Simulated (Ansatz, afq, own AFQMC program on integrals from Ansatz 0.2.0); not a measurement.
# BSiH₂ (quartet): quantum Monte Carlo beside coupled cluster at distance Si1–B2 = 2.148 Å, cc-pVDZ

How near does AFQMC come to the top of the ladder for BSiH₂ (quartet)?

Program: Ansatz 0.2.0, Gaussian basis, and an in-house AFQMC program (afq) on its integrals; all values are calculated. Level of theory: cc-pVDZ, frozen cores. These are calculated values, not measurements.

The runs, in order: PBE (unrestricted); r2SCAN (unrestricted); PBE0 (unrestricted); B3LYP (unrestricted); wB97M-V (unrestricted); B2PLYP (unrestricted); CCSD(T) on UHF; CCSDT(Q) on UHF; Phaseless AFQMC, CISD trial on UHF.

1 further run of the same task is left out (it didn't finish).

## (1) The system

The geometry derives from a PBE0/def2-TZVP stationary point (not a proven minimum). One bond is set to the value named and the two fragments are kept rigid.

4 atoms, charge 0, spin multiplicity 4.

Atoms are counted from 1 here; the program's logs count them from 0.

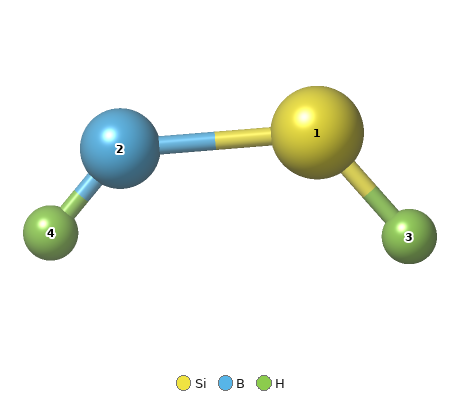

The structure; silicon yellow, boron blue, hydrogen green; atoms are numbered from 1 in the order of the file.

## (2) PBE (unrestricted)

File in.yaml:

```yaml
crystal:
  periodic: [false, false, false]
  atoms:
    - {symbol: Si, position_ang: [0.000000, -0.046587, 0.619060]}
    - {symbol: B, position_ang: [0.000000, -0.061676, -1.528887]}
    - {symbol: H, position_ang: [0.000000, 1.171545, 1.514614]}
    - {symbol: H, position_ang: [0.000000, 0.788103, -2.365689]}
basis:
  gaussian: {orbitals: cc-pVDZ}
magnetization: {spin_polarized: true, initial_magnetization: 3}
hamiltonian: {xc: {name: PBE}}
output: {orbitals: {seedname: orbitals}}
```

Started as:

```bash
$ ansatz run in.yaml --threads 1 --pin off --events-out ev --progress --plain --max-ram 1382MiB
```

What it wrote:

```text
Functional definition: PBE
  name "PBE"
  cite "Perdew, Burke & Ernzerhof, Phys. Rev. Lett. 77, 3865 (1996) doi:10.1103/PhysRevLett.77.3865"
  parent pbe
  parameter kappa = 0.804
  parameter beta = 0.06672455060314922
  exchange = pbe_x(kappa = kappa, mu = beta*pi^2/3)
  correlation = pbe_c(beta = beta)
508 factors; their error is unknown
mean field evaluation 1: about -8573.3064 eV, gradient 1.6e1 eV
mean field evaluation 2: about -8563.5981 eV, gradient 3.3e1 eV
mean field evaluation 4: about -8575.8278 eV, gradient 2.0e0 eV
mean field evaluation 8: about -8575.8723 eV, gradient 2.4e-2 eV
mean field evaluation 16: about -8575.8540 eV, gradient 3.4e-5 eV
mean field -8575.85402489 eV, -315.1568224921 hartree, gradient 3.4e-5 eV, S^2 3.753466; 0 other end points of the search recorded, 0 dependent functions left out
reference -8575.85405598 eV, -315.1568236346 hartree; 12, 9 occupied and 30, 33 virtual orbitals, 508 factors
Total energy: -8575.85405598 eV, -315.1568236346 hartree
```

Wall time 0.87 s (1 thread of Arm Neoverse V1, shared host).

From the report: ⟨S²⟩ of the determinant 3.753 (pure quartet: 3.75).

## (3) r2SCAN (unrestricted)

in.yaml, as its differences from that of step 2:

```diff
@@ -10,3 +10,2 @@
 magnetization: {spin_polarized: true, initial_magnetization: 3}
-hamiltonian: {xc: {name: PBE}}
-output: {orbitals: {seedname: orbitals}}
+hamiltonian: {xc: {name: r2SCAN}}
```

Launched as before.

What it wrote:

```text
Functional definition: r2SCAN
  name "r2SCAN"
  cite "Furness, Kaplan, Ning, Perdew & Sun, J. Phys. Chem. Lett. 11, 8208 (2020) doi:10.1021/acs.jpclett.0c02405"
  cite "Furness, Kaplan, Ning, Perdew & Sun, J. Phys. Chem. Lett. 11, 9248 (2020) doi:10.1021/acs.jpclett.0c03077"
  parent r2scan
  parameter k0 = 0.174
  parameter k1 = 0.065
  parameter a1 = 4.9479
  exchange = r2scan_x(k0 = k0, k1 = k1, a1 = a1)
  correlation = r2scan_c
508 factors; their error is unknown
mean field evaluation 1: about -8578.1204 eV, gradient 1.4e1 eV
mean field evaluation 2: about -8574.1480 eV, gradient 2.3e1 eV
mean field evaluation 4: about -8580.0552 eV, gradient 1.1e0 eV
mean field evaluation 8: about -8580.0518 eV, gradient 2.1e-2 eV
mean field evaluation 16: about -8580.0518 eV, gradient 5.1e-5 eV
mean field -8580.05177103 eV, -315.3110868175 hartree, gradient 5.1e-5 eV, S^2 3.757601; 0 other end points of the search recorded, 0 dependent functions left out
reference -8580.05178125 eV, -315.3110871931 hartree; 12, 9 occupied and 30, 33 virtual orbitals, 508 factors
Total energy: -8580.05178125 eV, -315.3110871931 hartree
```

Wall time 2 s (1 thread of Arm Neoverse V1, shared host).

From the report: ⟨S²⟩ of the determinant 3.758 (pure quartet: 3.75).

## (4) PBE0 (unrestricted)

in.yaml, as its differences from that of step 3:

```diff
@@ -10,2 +10,3 @@
 magnetization: {spin_polarized: true, initial_magnetization: 3}
-hamiltonian: {xc: {name: r2SCAN}}
+hamiltonian: {xc: {name: PBE0}}
+output: {orbitals: {seedname: orbitals}}
```

The command is unchanged.

What it wrote:

```text
Functional definition: PBE0
  name "PBE0"
  cite "Adamo & Barone, J. Chem. Phys. 110, 6158 (1999) doi:10.1063/1.478522"
  cite "Perdew, Burke & Ernzerhof, Phys. Rev. Lett. 77, 3865 (1996) doi:10.1103/PhysRevLett.77.3865"
  parent pbe
  parameter a = 0.25
  parameter kappa = 0.804
  parameter beta = 0.06672455060314922
  exchange = (1 - a)*pbe_x(kappa = kappa, mu = beta*pi^2/3) + a*exact_x
  correlation = pbe_c(beta = beta)
404 factors; integrals over basis functions are off by at most 1.4e-3 eV
mean field evaluation 1: about -8575.5223 eV, gradient 1.1e1 eV
mean field evaluation 2: about -8574.8950 eV, gradient 1.3e1 eV
mean field evaluation 4: about -8576.7599 eV, gradient 5.1e-1 eV
mean field evaluation 8: about -8576.8224 eV, gradient 7.7e-2 eV
mean field evaluation 16: about -8576.8226 eV, gradient 1.3e-4 eV
mean field -8576.82257953 eV, -315.1924162185 hartree, gradient 3.3e-5 eV, S^2 3.754697; 0 other end points of the search recorded, 0 dependent functions left out
reference -8576.82260276 eV, -315.1924170722 hartree; 12, 9 occupied and 30, 33 virtual orbitals, 404 factors
Total energy: -8576.82260276 eV, -315.1924170722 hartree
```

It took 1.2 s on 1 thread of Arm Neoverse V1, shared host.

From the report: ⟨S²⟩ of the determinant 3.755 (pure quartet: 3.75).

## (5) B3LYP (unrestricted)

in.yaml, as its differences from that of step 4:

```diff
@@ -10,3 +10,2 @@
 magnetization: {spin_polarized: true, initial_magnetization: 3}
-hamiltonian: {xc: {name: PBE0}}
-output: {orbitals: {seedname: orbitals}}
+hamiltonian: {xc: {name: B3LYP}}
```

Launched as before.

What it wrote, cut to the lines that bear on the results:

```text
Functional definition: B3LYP
  name "B3LYP"
  cite "Stephens, Devlin, Chabalowski & Frisch, J. Phys. Chem. 98, 11623 (1994) doi:10.1021/j100096a001"
  cite "Becke, Phys. Rev. A 38, 3098 (1988) doi:10.1103/PhysRevA.38.3098"
  cite "Lee, Yang & Parr, Phys. Rev. B 37, 785 (1988) doi:10.1103/PhysRevB.37.785"
  cite "Vosko, Wilk & Nusair, Can. J. Phys. 58, 1200 (1980) doi:10.1139/p80-159"
[...]
404 factors; integrals over basis functions are off by at most 1.4e-3 eV
[...]
mean field -8581.74137032 eV, -315.3731784460 hartree, gradient 2.7e-5 eV, S^2 3.753602; 0 other end points of the search recorded, 0 dependent functions left out
reference -8581.74156844 eV, -315.3731857267 hartree; 12, 9 occupied and 30, 33 virtual orbitals, 404 factors
Total energy: -8581.74156844 eV, -315.3731857267 hartree
```

Wall time 1.2 s (1 thread of Arm Neoverse V1, shared host).

From the report: ⟨S²⟩ of the determinant 3.754 (pure quartet: 3.75).

## (6) wB97M-V (unrestricted)

in.yaml, as its differences from that of step 5:

```diff
@@ -10,2 +10,3 @@
 magnetization: {spin_polarized: true, initial_magnetization: 3}
-hamiltonian: {xc: {name: B3LYP}}
+hamiltonian: {xc: {name: wB97M-V}}
+output: {orbitals: {seedname: orbitals}}
```

Same command.

What it wrote, cut to the lines that bear on the results:

```text
Functional definition: wB97M-V
  name "wB97M-V"
  cite "Mardirossian & Head-Gordon, J. Chem. Phys. 144, 214110 (2016) doi:10.1063/1.4952647"
  cite "Becke, J. Chem. Phys. 107, 8554 (1997) doi:10.1063/1.475007"
  cite "Vydrov & Van Voorhis, J. Chem. Phys. 133, 244103 (2010) doi:10.1063/1.3521275"
  # Of w^i u^j: cxij and so on, Table III.
[...]
  gx(w, u) = 1 - cx + cx01*u + cx10*w
  gss(w, u) = css00 + css04*u^4 + css10*w + css20*w^2 + css43*w^4*u^3
  gos(w, u) = cos00 + cos10*w + (cos20 + cos21*u)*w^2 + (cos60 + cos61*u)*w^6
[...]
      + integral(e_c_pw_mod_opposite_spin*gos(b97_w_opposite, b97_u_opposite)) + vv10(b, c)
404 factors; integrals over basis functions are off by at most 1.4e-3 eV
149 factors; integrals over basis functions are off by at most 1.0e-5 eV
[...]
mean field -8579.72976208 eV, -315.2992532069 hartree, gradient 3.3e-5 eV, S^2 3.752292; 0 other end points of the search recorded, 0 dependent functions left out
reference -8579.72979487 eV, -315.2992544116 hartree; 12, 9 occupied and 30, 33 virtual orbitals, 404 factors
Total energy: -8579.72979487 eV, -315.2992544116 hartree
```

Run time: 5.5 s. Hardware: 1 thread of Arm Neoverse V1, shared host.

From the report: ⟨S²⟩ of the determinant 3.752 (pure quartet: 3.75).

## (7) B2PLYP (unrestricted)

in.yaml, as its differences from that of step 6:

```diff
@@ -10,3 +10,3 @@
 magnetization: {spin_polarized: true, initial_magnetization: 3}
-hamiltonian: {xc: {name: wB97M-V}}
-output: {orbitals: {seedname: orbitals}}
+hamiltonian: {xc: {name: B2PLYP}}
+correlation: {electrons: outside_noble_gas}
```

Same command.

What it wrote, cut to the lines that bear on the results:

```text
Functional definition: B2PLYP
  name "B2PLYP"
  cite "Grimme, J. Chem. Phys. 124, 034108 (2006) doi:10.1063/1.2148954"
  cite "Becke, Phys. Rev. A 38, 3098 (1988) doi:10.1103/PhysRevA.38.3098"
  cite "Lee, Yang & Parr, Phys. Rev. B 37, 785 (1988) doi:10.1103/PhysRevB.37.785"
[...]
404 factors; integrals over basis functions are off by at most 1.4e-3 eV
[...]
mean field -8575.46867072 eV, -315.1426609874 hartree, gradient 8.3e-6 eV, S^2 3.756607; 0 other end points of the search recorded, 0 dependent functions left out
6 core orbitals not correlated: weight in the atoms' cores, before any rotation towards them, 1.000 or more for the frozen orbitals, at most 0.000 for the correlated occupied ones
reference -8575.46879623 eV, -315.1426656000 hartree; 6, 3 occupied and 30, 33 virtual orbitals, 404 factors
second order -4.45484263 eV of doubles, -0.00000000 eV of singles
Total energy: -8576.67160374 eV, -315.1868679608 hartree
```

Run time: 1.3 s. Hardware: 1 thread of Arm Neoverse V1, shared host.

From the report: ⟨S²⟩ of the determinant 3.757 (pure quartet: 3.75).

## (8) CCSD(T) on UHF

in.yaml, as its differences from that of step 7:

```diff
@@ -10,3 +10,2 @@
 magnetization: {spin_polarized: true, initial_magnetization: 3}
-hamiltonian: {xc: {name: B2PLYP}}
-correlation: {electrons: outside_noble_gas}
+correlation: {method: ccsd_t, electrons: outside_noble_gas, hamiltonian_folder: ham}
```

The command is unchanged.

What it wrote, cut to the lines that bear on the results:

```text
Functional definition: HF
  name "HF"
  cite "Fock, Z. Phys. 61, 126 (1930) doi:10.1007/BF01340294"
  parent pbe
[...]
404 factors; integrals over basis functions are off by at most 1.4e-3 eV
[...]
mean field -8561.60419155 eV, -314.6331507758 hartree, gradient 2.4e-6 eV, S^2 3.761945; 1 other end points of the search recorded, 0 dependent functions left out
determinant -8561.60419155 eV, -314.6331507758 hartree, with singles and doubles -8565.93697306 eV, -314.7923775592 hartree
determinant -8559.82487170 eV, -314.5677619773 hartree, with singles and doubles -8564.07244672 eV, -314.7238574803 hartree
6 core orbitals not correlated: weight in the atoms' cores, before any rotation towards them, 1.000 or more for the frozen orbitals, at most 0.000 for the correlated occupied ones
reference -8561.60419155 eV, -314.6331507758 hartree; 6, 3 occupied and 30, 33 virtual orbitals, 404 factors
second order -3.36845012 eV of doubles, -0.00000000 eV of singles
cycle   1  -4.33275566 eV  change    2.6e-5 eV  update   1.5e-3
[...]
cycle   8  -4.33334616 eV  change    7.8e-6 eV  update   3.7e-6
perturbative correction -0.14021214 eV, -0.0051527010 hartree
Total energy: -8566.07774985 eV, -314.7975510108 hartree
```

Wall time 1.3 s (1 thread of Arm Neoverse V1, shared host).

From the report: ⟨S²⟩ of the determinant 3.762 (pure quartet: 3.75); correlation -4.4736 eV; T1 0.033; largest double amplitude 0.05.

This run also writes the integrals to the folder ham.

## (9) CCSDT(Q) on UHF

in.yaml, as its differences from that of step 8:

```diff
@@ -10,2 +10,2 @@
 magnetization: {spin_polarized: true, initial_magnetization: 3}
-correlation: {method: ccsd_t, electrons: outside_noble_gas, hamiltonian_folder: ham}
+correlation: {method: ccsdt_q, electrons: outside_noble_gas}
```

The command is unchanged.

What it wrote, cut to the lines that bear on the results:

```text
Functional definition: HF
  name "HF"
  cite "Fock, Z. Phys. 61, 126 (1930) doi:10.1007/BF01340294"
  parent pbe
[...]
775 factors; integrals over basis functions are off by at most 2.2e-7 eV
[...]
mean field -8561.60421295 eV, -314.6331515622 hartree, gradient 3.3e-6 eV, S^2 3.761945; 1 other end points of the search recorded, 0 dependent functions left out
determinant -8561.60421295 eV, -314.6331515622 hartree, with singles and doubles -8565.93698149 eV, -314.7923778692 hartree
determinant -8559.82490080 eV, -314.5677630467 hartree, with singles and doubles -8564.07246060 eV, -314.7238579904 hartree
6 core orbitals not correlated: weight in the atoms' cores, before any rotation towards them, 1.000 or more for the frozen orbitals, at most 0.000 for the correlated occupied ones
reference -8561.60421295 eV, -314.6331515622 hartree; 6, 3 occupied and 30, 33 virtual orbitals, 775 factors
second order -3.36846307 eV of doubles, -0.00000000 eV of singles
cycle   1  -4.01903881 eV  change   -6.5e-1 eV  update   7.9e-2
[...]
cycle  17  -4.51775370 eV  change    6.2e-7 eV  update   9.6e-7
perturbative correction -0.00775298 eV, -0.0002849167 hartree
Total energy: -8566.12971963 eV, -314.7994608653 hartree
```

Wall time 12 s (1 thread of Arm Neoverse V1, shared host).

From the report: ⟨S²⟩ of the determinant 3.762 (pure quartet: 3.75); correlation -4.5255 eV; T1 0.037; largest double amplitude 0.06.

## (10) Phaseless AFQMC, CISD trial on UHF

It reads the integrals that the CCSD(T) run on this determinant wrote.

Started as:

```bash
$ afq ham --method phaseless --trial cisd --walkers 60 --populations 1 --least-time 40 --time-step 0.005 --steps-per-block 50 --equilibration-blocks 28 --max-blocks 300 --target-error 0.00036 --factor-cut 1e-05 --start spin_pure --seed 5193 --release-times 0.24,0.51,0.99,1.62,2.4 --release-step 0.03 --release-every 4 --taylor-order 6
```

What it wrote:

```text
orbitals 36  electrons 6 3  factors 269 of 404
reference energy -314.63315078 Eh
CCSD correlation -0.15924746 Eh in 12 cycles, weight of the determinant in the CISD state 0.8788
energy of the start -314.792162 Eh
 block  time / (1/Eh)  mean weight  energy / Eh
     1     0.250  0.9985  -314.790583
     2     0.500  1.0007  -314.790990
     3     0.750  1.0006  -314.791919
     4     1.000  1.0002  -314.792846
     5     1.250  0.9997  -314.795062
     6     1.500  1.0008  -314.795367
     7     1.750  0.9992  -314.793925
     8     2.000  0.9992  -314.795696
     9     2.250  0.9998  -314.795314
    10     2.500  0.9996  -314.793616
    15     3.750  1.0002  -314.798696
    22     5.500  1.0001  -314.799831
    29     7.250  1.0024  -314.800722
    36     9.000  0.9998  -314.798810
    43    10.750  0.9994  -314.800620
    50    12.500  1.0002  -314.794945
    57    14.250  0.9987  -314.800898
    64    16.000  1.0031  -314.795733
    71    17.750  1.0003  -314.797848
    78    19.500  1.0002  -314.795855
    85    21.250  1.0002  -314.802428
    92    23.000  0.9990  -314.798117
    99    24.750  0.9992  -314.798035
   106    26.500  0.9986  -314.801468
   113    28.250  0.9997  -314.798346
   120    30.000  0.9995  -314.796262
   127    31.750  0.9992  -314.801241
   134    33.500  1.0004  -314.808649
   141    35.250  0.9999  -314.800637
   148    37.000  0.9995  -314.801254
   155    38.750  0.9988  -314.802648
   162    40.500  1.0012  -314.796936
   169    42.250  0.9990  -314.799941
   176    44.000  0.9978  -314.798680
   183    45.750  0.9988  -314.807546
   190    47.500  1.0004  -314.795141
   197    49.250  0.9993  -314.797580
   204    51.000  1.0001  -314.799243
   211    52.750  0.9975  -314.796675
   218    54.500  0.9975  -314.800825
   225    56.250  0.9973  -314.796128
   232    58.000  1.0004  -314.799858
   239    59.750  0.9996  -314.800181
   246    61.500  1.0001  -314.795606
   253    63.250  1.0016  -314.795859
   260    65.000  1.0000  -314.798198
   267    66.750  1.0001  -314.801240
   274    68.500  1.0007  -314.794653
   281    70.250  0.9991  -314.798161
   288    72.000  1.0002  -314.798382
   295    73.750  1.0012  -314.797474
   302    75.500  1.0011  -314.798479
blocks merged  error / Eh  count
     1  0.000178  280
     2  0.000232  140
     4  0.000298  70
     8  0.000335  35
    16  0.000341  17
    32  0.000469  8
released: time / (1/Eh)  energy / Eh  error  mean overlap
  0.24  -314.799187  0.000382  1.0037
  0.51  -314.799132  0.000302  1.0013
  0.99  -314.799295  0.000303  0.9975
  1.62  -314.799425  0.000306  0.9974
  2.40  -314.799126  0.000427  1.0024
energy -314.798952 +/- 0.000341 Eh
```

It took 5.6 min on 1 thread of Arm Neoverse V1, shared host.

Energy -8566.1159 ± 0.0093 eV. Caveats: constraint bias not in the error.

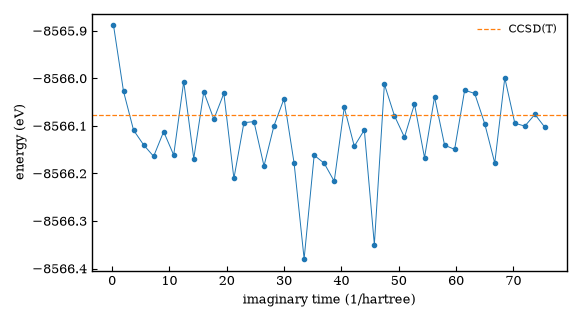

Block energies along the walk.

## (11) All levels side by side

On the UHF determinant, counted from CCSDT(Q) (a yardstick, not exact):

| level | energy (eV) | from CCSDT(Q) (kJ/mol) | statistical error (kJ/mol) | time |
| --- | --- | --- | --- | --- |
| HF | -8561.6042 | +436.6 |  |  |
| MP2 | -8564.9726 | +111.6 |  |  |
| CCSD | -8565.9375 | +18.5 |  |  |
| CCSD(T) | -8566.0777 | +5.0 |  |  |
| CCSDT(Q) | -8566.1297 | 0.0 |  |  |
| Phaseless AFQMC, CISD trial, step 0.005, 60 walkers | -8566.1159 | +1.3 | 0.9 | 5.6 min |

The functionals' totals stand on their own zeros and serve differences with other points: PBE -8575.854 eV; r2SCAN -8580.052 eV; PBE0 -8576.823 eV; B3LYP -8581.742 eV; wB97M-V -8579.730 eV; B2PLYP -8576.672 eV.

## (12) Outcome

```
                                        quantity              value
                    CCSD(T) on UHF from CCSDT(Q)        +5.0 kJ/mol
Phaseless AFQMC, CISD trial on UHF from CCSDT(Q)  +1.3 ± 0.9 kJ/mol
```

What this shows: On UHF the phaseless walk with the CISD trial lies +1.3 kJ/mol from CCSDT(Q), within three error bars. Error bars are statistical and leave out the constraint, the time step and what remains of the start.
